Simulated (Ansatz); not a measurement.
# H3O+ (oxonium) at wB97M-V/6-31G

Aim: the vertical singlet–triplet gap of H3O+ (oxonium) at wB97M-V/6-31G, from 2 runs. 

The results are computed with Ansatz 0.2.0.

## 1. The system as given

The species is H3O+ (4 atoms), meant as a singlet with charge +1. As SMILES, `[OH3+]`. Geometry: relaxed at GFN2-xTB.

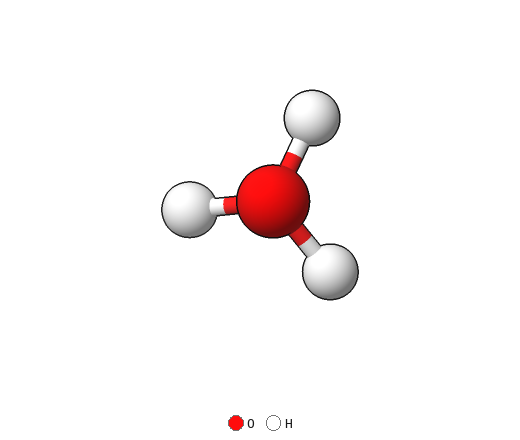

Viewed from a chosen angle; oxygen red, hydrogen white.

## 2. The energy at wB97M-V/6-31G

Input file job.yaml:

```yaml
crystal:
  periodic: [false, false, false]
  atoms:
    - {symbol: O, position_ang: [0.196050, -0.061020, -0.056900]}
    - {symbol: H, position_ang: [0.214230, 0.919440, 0.016470]}
    - {symbol: H, position_ang: [-0.413410, -0.366620, -0.765680]}
    - {symbol: H, position_ang: [0.003130, -0.491800, 0.806120]}
basis:
  gaussian:
    orbitals: 6-31G
total_charge: 1
hamiltonian:
  xc: {name: wB97M-V}
accuracy: high
```

Command:

```bash
$ ansatz run job.yaml --threads 1 --pin off --max-ram 2610MiB --events-out events.jsonl --progress --plain --runs-dir runs
```

What it wrote:

```text
Warning: RAYON_NUM_THREADS=1 ignored (pool sized by the plan → 1); use --threads N
Functional definition: wB97M-V
  name "wB97M-V"
  parameter omega = 0.3/bohr
  parameter cx = 0.15
  parameter cx01 = 1.007
  parameter cx10 = 0.259
  parameter css00 = 0.443
  parameter css04 = -1.437
  parameter css10 = -4.535
  parameter css20 = -3.390
  parameter css43 = 4.278
  parameter cos00 = 1.000
  parameter cos10 = 1.358
  parameter cos20 = 2.924
  parameter cos21 = -8.812
  parameter cos60 = -1.390
  parameter cos61 = 9.142
  parameter b = 6.0
  parameter c = 0.01
  gx(w, u) = 1 - cx + cx01*u + cx10*w
  gss(w, u) = css00 + css04*u^4 + css10*w + css20*w^2 + css43*w^4*u^3
  gos(w, u) = cos00 + cos10*w + (cos20 + cos21*u)*w^2 + (cos60 + cos61*u)*w^6
  exchange = spin_sum(e_x_unif_sr(omega)*gx(b97_w, b97_u_x)) + cx*exact_x_sr(omega) + exact_x_lr(omega)
  correlation = spin_sum(e_c_pw_mod_same_spin*gss(b97_w, b97_u_same))
      + integral(e_c_pw_mod_opposite_spin*gos(b97_w_opposite, b97_u_opposite)) + vv10(b, c)
283 factors; integrals over basis functions are off by at most 2.8e-9 eV
126 factors; integrals over basis functions are off by at most 1.3e-9 eV
mean field evaluation 1: about -2076.2228 eV, gradient 7.4e1 eV
mean field evaluation 2: about -2077.3212 eV, gradient 7.0e1 eV
mean field evaluation 4: about -2085.3881 eV, gradient 1.4e-1 eV
mean field evaluation 8: about -2085.3741 eV, gradient 2.1e-3 eV
mean field evaluation 16: about -2085.3741 eV, gradient 2.0e-8 eV
mean field -2085.37406208 eV, -76.6360832640 hartree, gradient 2.0e-8 eV, S^2 0.000000; 0 other end points of the search recorded, 0 dependent functions left out
reference -2085.37406378 eV, -76.6360833266 hartree; 5, 5 occupied and 10, 10 virtual orbitals, 283 factors
Total energy: -2085.37406378 eV, -76.6360833266 hartree
```

Wall time 1.8 s (1 thread of AMD EPYC 9R45 (Zen 5), shared host); peak memory 0.19 GiB.

## 3. The triplet

Input file in.yaml:

```yaml
crystal:
  periodic: [false, false, false]
  atoms:
    - {symbol: O, position_ang: [0.196050, -0.061020, -0.056900]}
    - {symbol: H, position_ang: [0.214230, 0.919440, 0.016470]}
    - {symbol: H, position_ang: [-0.413410, -0.366620, -0.765680]}
    - {symbol: H, position_ang: [0.003130, -0.491800, 0.806120]}
basis:
  gaussian: {orbitals: 6-31G}
total_charge: 1
magnetization: {spin_polarized: true, initial_magnetization: 2}
hamiltonian: {xc: {name: wB97M-V}}
accuracy: high
```

Command:

```bash
$ ansatz run in.yaml --threads 1 --pin off --max-ram 2610MiB --events-out events.jsonl --progress --plain --runs-dir runs
```

What it wrote, cut to the lines that bear on the results:

```text
Warning: RAYON_NUM_THREADS=1 ignored (pool sized by the plan → 1); use --threads N
[... 2 set-up lines as earlier in the session ...]
[...]
  gx(w, u) = 1 - cx + cx01*u + cx10*w
  gss(w, u) = css00 + css04*u^4 + css10*w + css20*w^2 + css43*w^4*u^3
  gos(w, u) = cos00 + cos10*w + (cos20 + cos21*u)*w^2 + (cos60 + cos61*u)*w^6
[...]
      + integral(e_c_pw_mod_opposite_spin*gos(b97_w_opposite, b97_u_opposite)) + vv10(b, c)
283 factors; integrals over basis functions are off by at most 2.8e-9 eV
126 factors; integrals over basis functions are off by at most 1.3e-9 eV
[...]
mean field -2074.30982367 eV, -76.2294800022 hartree, gradient 4.2e-8 eV, S^2 2.000457; 0 other end points of the search recorded, 0 dependent functions left out
reference -2074.30982564 eV, -76.2294800745 hartree; 6, 4 occupied and 9, 11 virtual orbitals, 283 factors
Total energy: -2074.30982564 eV, -76.2294800745 hartree
```

Run time: 2.7 s. Hardware: 1 thread of AMD EPYC 9R45 (Zen 5), shared host; peak memory 0.31 GiB.

## 4. Summary of results

At wB97M-V/6-31G:

| quantity | value |
| --- | --- |
| singlet: total energy | -76.63608 Eh |
| triplet: total energy | -76.22948 Eh |
| triplet: ⟨S²⟩ | 2.000 |
| vertical energy of the triplet above the singlet | 11.064 eV |

In words: At this shape the triplet lies 11.06 eV (1068 kJ/mol) above the singlet.
